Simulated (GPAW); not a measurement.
A computed O K-edge spectrum of one site in a crystal of Mg, O and V, with its zero at a photon energy of about 526.5 eV (LDA puts this hole about 4 eV below PBE, itself good to a few eV). Method: GPAW, LDA + U, full core hole (charged cell) in a small cell, dipole transitions, broadening that rises with energy.

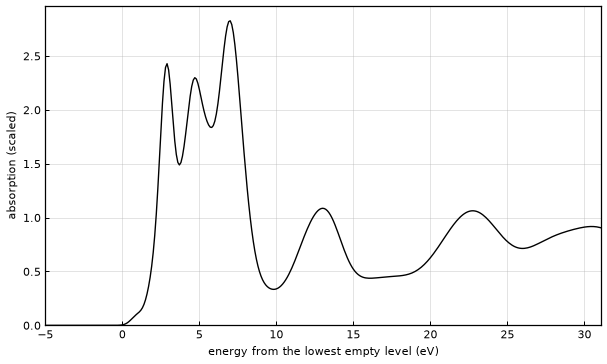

Energy from the lowest empty level; intensity scaled to a mean of 1 over the first 20 eV.

What surroundings does the absorber have?

A K edge sees empty p states; the first features are O p mixed into the empty d states of the V neighbours, and the broad ones above probably into the cations' higher empty bands. It is atom 9 of Mg3VO4 (Pm-3m), with 1 Mg at 2.15 Å, 1 V at 2.15 Å, 2 Mg at 2.15 Å, 1 V at 2.15 Å and 1 Mg at 2.15 Å (octahedral, site symmetry 4/mmm). Its main maxima below 24 eV lie at 2.9 eV (2.43), 4.7 eV (2.30), 7.0 eV (2.83), 13.0 eV (1.09) and 22.7 eV (1.06). A near-edge spectrum doesn't fix the structure by itself; it is matched against candidates. The hole lies in one spin channel, while the script sums the empty states of both and takes the lower zero; where the two channels are split, this blurs and shifts the curve. The crystal has 2 inequivalent O sites and not all are shown here, while a measurement adds them all. The spins start antiferromagnetically in a simple order, which needn't be the measured one; gap and edge can depend on it. The holes are only 6.1 Å apart, so the shape is probably not converged with cell size; no larger cell was run here. The mesh is coarse (0.32 Å⁻¹ between points), so small maxima may be mesh ripples. The structure is a computed Materials Project entry and may be a hypothetical form.

[Hosts, paths, dates, database ids (printed as entryN), source tags and the programs' standing remarks are cut or masked in the printed files.]

[Lists of maxima count a maximum above −3 eV only where it reaches 4 % of the highest in the window and stands out from its surroundings by 2 % of it (1.5 % where it reaches 55 %); shoulders and weaker maxima are passed over, and of the rest the first, up to two pre-edge ones and the few strongest are named.]
